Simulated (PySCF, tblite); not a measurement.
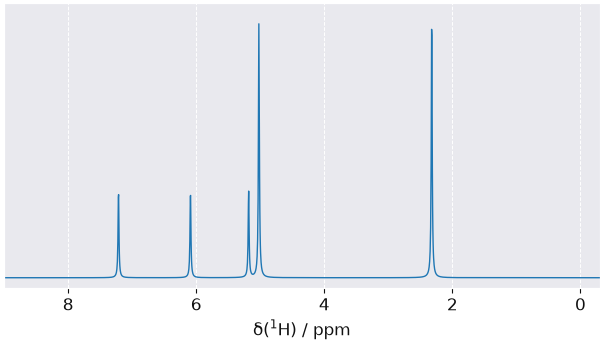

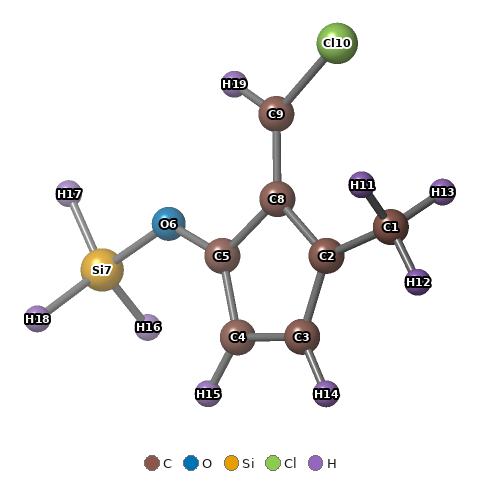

Spectrum and numbered structure of C₇H₉ClOSi, SMILES CC1=CC=C(O[SiH3])/C1=C/Cl. GIAO shifts, PBE0/pcSseg-1, PySCF 2.14.0, at a GFN2-xTB geometry (a minimum by its frequencies), against TMS for ¹H computed at the same level. Gas phase, fully decoupled, line heights follow the number of nuclei, widths are arbitrary (no quadrupolar broadening); values of one conformer, averaged over methyl-type rotors and exact or near symmetry; other conformers aren't averaged in.

Q: Which atoms give which ¹H line?

A:
```csv
δ (ppm),nuclei,atoms
7.21,1,H19
6.09,1,H14
5.18,1,H15
5.02,3,"H16, H17, H18"
2.32,3,"H11, H12, H13"
```

Caveats: the tight-binding geometry is rougher than a DFT one and adds to the error.
